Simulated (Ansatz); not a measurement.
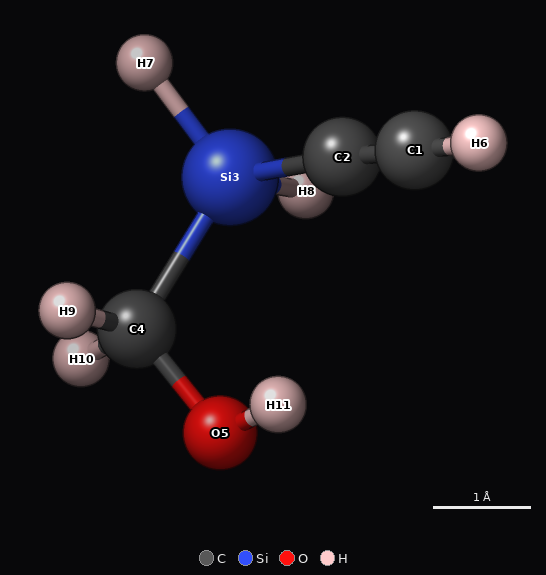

The input geometry of run A (ball-and-stick view, seen at a tilt; atoms are numbered from 1 in the order of the input). Bond lengths as drawn: C–C 1.21 Å, C–H 1.07 to 1.10 Å, C–O 1.42 Å, C–Si 1.83 to 1.89 Å, H–O 0.96 Å and H–Si 1.48 to 1.49 Å.

**Two runs on C3H6OSi**

System: C3H6OSi, SMILES C#C[SiH2]CO.
Method of run A: RKS PBE0-D4/def2-TZVPP (Ansatz 0.2.0).

The geometry comes from this level: PBE0-D4/def2-TZVP. Text and figures count atoms from 1; the logs count them from 0 in places.

The input, run A:
```yaml
crystal:
  periodic: [false, false, false]
  atoms:
    - {symbol: C, position_ang: [-1.499882, 0.876894, 1.851825]}
    - {symbol: C, position_ang: [-0.664297, 0.179794, 1.329733]}
    - {symbol: Si, position_ang: [0.581486, -0.820016, 0.435199]}
    - {symbol: C, position_ang: [0.779122, 0.012551, -1.249392]}
    - {symbol: O, position_ang: [-0.475563, 0.229965, -1.872772]}
    - {symbol: H, position_ang: [-2.235618, 1.484105, 2.328313]}
    - {symbol: H, position_ang: [1.853784, -0.825730, 1.203267]}
    - {symbol: H, position_ang: [0.063374, -2.203802, 0.303729]}
    - {symbol: H, position_ang: [1.348710, 0.947009, -1.143014]}
    - {symbol: H, position_ang: [1.357082, -0.632310, -1.917153]}
    - {symbol: H, position_ang: [-1.042996, 0.694538, -1.249233]}
basis:
  gaussian: {orbitals: def2-TZVPP}
hamiltonian: {xc: pbe0, dispersion: d4}
output: {orbitals: {seedname: orbitals}}
```

Hardware: 4 threads of Oxide Virtual Turin-like, 27 GiB of memory available, shared host.

Output (run A):
```
Functional definition: PBE0
  parameter a = 0.25
  parameter kappa = 0.804
  parameter beta = 0.06672455060314922
  exchange = (1 - a)*pbe_x(kappa = kappa, mu = beta*pi^2/3) + a*exact_x
  correlation = pbe_c(beta = beta)
1336 factors; their error is unknown
mean field evaluation 1: about -13116.0580 eV, gradient 6.2e1 eV
mean field evaluation 2: about -13111.3944 eV, gradient 7.8e1 eV
mean field evaluation 4: about -13124.1680 eV, gradient 4.6e0 eV
mean field evaluation 8: about -13124.2342 eV, gradient 4.4e-1 eV
mean field evaluation 16: about -13124.2344 eV, gradient 2.7e-5 eV
mean field -13124.23439862 eV, -482.3067182237 hartree, gradient 2.7e-5 eV, S^2 0.000000; 0 other end points of the search recorded, 0 dependent functions left out
reference -13124.23443147 eV, -482.3067194309 hartree; 23, 23 occupied and 227, 227 virtual orbitals, 1336 factors
Total energy: -13124.42112389 eV, -482.3135802507 hartree
```

The input of run B differs as follows (lines with − go, lines with + come):
```diff
-  gaussian: {orbitals: def2-TZVPP}
+  gaussian: {orbitals: def2-SVP}
```

What does this change do to the results?

The total energy of run B is 205.5 kcal/mol higher, which measures the change of basis and not a stability. The HOMO goes from −7.55 to −7.37 eV. The LUMO goes from −0.31 to −0.08 eV. The basis functions go from 250 to 104.

Output (run B):
```
Functional definition: PBE0
  parameter a = 0.25
  parameter kappa = 0.804
  parameter beta = 0.06672455060314922
  exchange = (1 - a)*pbe_x(kappa = kappa, mu = beta*pi^2/3) + a*exact_x
  correlation = pbe_c(beta = beta)
1161 factors; their error is unknown
mean field evaluation 1: about -13109.2673 eV, gradient 5.1e1 eV
mean field evaluation 2: about -13107.3793 eV, gradient 6.0e1 eV
mean field evaluation 4: about -13115.2553 eV, gradient 2.4e0 eV
mean field evaluation 8: about -13115.3215 eV, gradient 1.9e-1 eV
mean field -13115.32154506 eV, -481.9791768967 hartree, gradient 3.5e-5 eV, S^2 0.000000; 0 other end points of the search recorded, 0 dependent functions left out
reference -13115.32157139 eV, -481.9791778644 hartree; 23, 23 occupied and 81, 81 virtual orbitals, 1161 factors
Total energy: -13115.50826381 eV, -481.9860386842 hartree
```

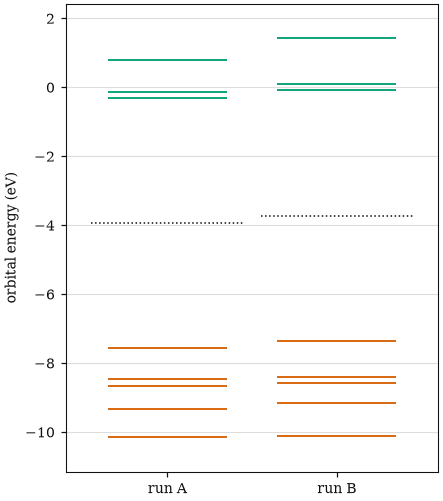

The five highest filled and three lowest empty orbital energies of the two runs; the dotted lines part filled from empty levels. The HOMO–LUMO gap is 7.24 eV in run A and 7.29 eV in run B.

The two runs side by side:

```csv
quantity,run A,run B
outcome,converged,converged
total energy (hartree),−482.313580,−481.986039
HOMO (eV),−7.55,−7.37
LUMO (eV),−0.31,−0.08
basis functions,250,104
wall time (shared host),2.2 s,1.2 s
```
